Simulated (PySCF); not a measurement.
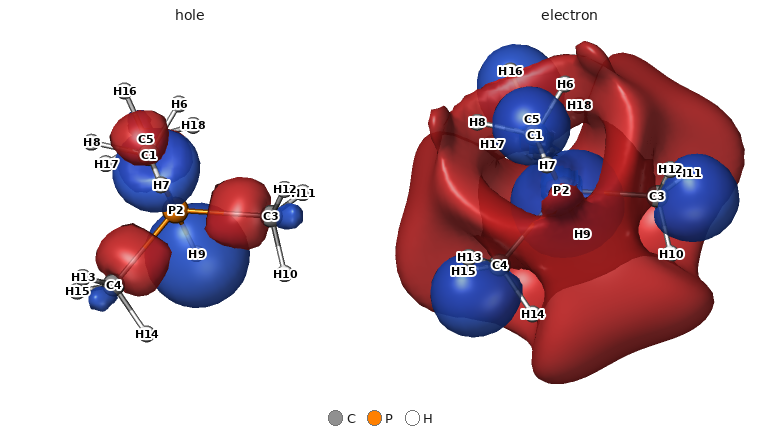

Figure. C4H13P, SMILES `C[PH](C)(C)C`. Leading natural transition orbital pair of T₁ (TDA triplet states); the surfaces enclose about 70 % of each orbital's density.

Computed with PySCF, CAM-B3LYP/def2-SVP, geometry: GFN2-xTB. No frequency check shows the geometry to be a minimum. GFN2-xTB bond lengths at metals and heavier atoms can be off by up to 0.1 Å and shapes distorted, which carries into these values. Without diffuse functions Rydberg states are missing, so the states' numbers hold for this basis only.

Input script:

```python
import numpy as np
from pyscf import gto, scf, dft, tdscf
from pyscf.scf import atom_ks, atom_hf
from scipy.linalg import block_diag

def solve(mol, dm0=None, hcore=None):
    mf = (dft.UKS if mol.spin else dft.RKS)(mol, xc='camb3lyp')
    mf.grids.level = 3
    mf = mf.density_fit(auxbasis='def2-universal-jkfit')
    mf.conv_tol, mf.max_cycle = 1e-8, 80
    if hcore is not None:
        mf.get_hcore = lambda *args: hcore
    mf.kernel(dm0)
    if not mf.converged:
        mf = mf.newton().run(mf.mo_coeff, mf.mo_occ, max_cycle=30)
    assert mf.converged, 'SCF not converged'
    return mf

mol = gto.M(atom='''
C      0.00357     0.00047    -1.66847
P     -0.00054    -0.00002     0.25467
C     -1.80059    -0.35916     0.36876
C      1.21035    -1.37936     0.37190
C      0.58840     1.73829     0.37188
H     -0.66917     0.76573    -2.06002
H     -0.32502    -0.96352    -2.06001
H      1.00325     0.19859    -2.05699
H     -0.00281    -0.00069     1.76788
H     -1.90444    -1.27718     0.94584
H     -2.24982     0.45032     0.94251
H     -2.30153    -0.45836    -0.59120
H      1.54852    -1.76420    -0.58719
H      0.73129    -2.17099     0.95062
H      2.05623    -1.00992     0.95032
H      0.75438     2.22296    -0.58721
H      1.51242     1.71961     0.95233
H     -0.15556     2.28650     0.94857
''', basis='def2-svp', charge=0, spin=0, verbose=4)
mf = solve(mol)
td = mf.TDA()
td.nstates, td.singlet, td.conv_tol = 4, False, 1e-5
td.kernel()
td.analyze()
x, y = np.array([p[0] for p in td.xy]), np.array([p[1] + 0 * p[0] for p in td.xy])
f, mu = np.zeros(len(td.e)), np.zeros((len(td.e), 3))
nto = [td.get_nto(state=i + 1, verbose=4) for i in range(len(td.e))]
# spherically averaged free atoms, for the promolecule
atm = atom_ks.get_atm_nrks(mol, xc='camb3lyp')
pro = block_diag(*[(atm[a[0]][2] * atm[a[0]][3]) @ atm[a[0]][2].T for a in mol._atom])
np.savez('result.npz', e=td.e, f=f, ok=td.converged, w=[n[0] for n in nto], nto=[n[1] for n in nto], x=x, y=y, c=mf.mo_coeff, occ=mf.mo_occ, eps=mf.mo_energy, pro=pro, mu=mu)
```

Launched as:

```sh
OMP_NUM_THREADS=1 python input.py
```

The run took 9.1 min on 1 thread of Intel(R) Xeon(R) Processor @ 2.50GHz (Skylake/Cascade Lake) (shared host), peak memory 0.84 GiB.

> Give its energy and the atoms that hole and electron lie on.

5.87 eV (211 nm), spin-forbidden from the singlet ground state, partly diffuse acceptor orbital, which a basis without diffuse functions describes poorly; the leading pair carries 98 %; hole on H9 (28 %), P2 (21 %) and C1 (17 %), electron on P2 (15 %), H9 (14 %) and C3, C4 and C5 (8 % each) (atom shares of so diffuse an orbital are rough); their centroids lie 0.3 Å apart. In canonical orbitals it is mainly HOMO → LUMO (79 %). The HOMO–LUMO gap is 9.29 eV.
